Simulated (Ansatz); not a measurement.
The parent structure is ZnS in the zinc blende structure (space group F-43m, No. 216; a = 5.389 Å). Axes: x, y, z lie along the cube axes.

Modification: a pure shear with ε_xy = ε_yx = 0.0029; the atoms relax in the strained cell.

All numbers come from r2SCAN in Ansatz (plane waves to 500 eV, PAW, no spin-orbit coupling).

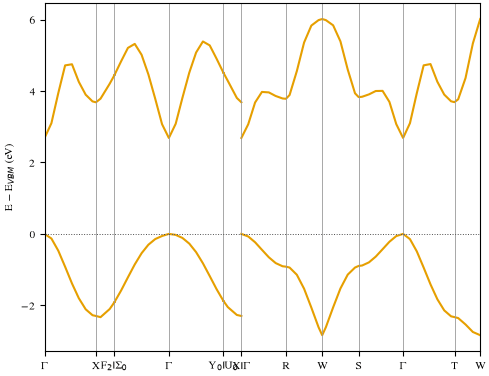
Figure: Highest valence and lowest conduction band along the path of the changed cell's own zone

Task: From the figure, how large is the changed gap, and is it direct?

Result: About 2.7 eV, direct at Γ.

No phonon test of stability was made. Labels are those of the standard path for the cell's own space group.

Ansatz is a quantum-chemistry and plane-wave program.
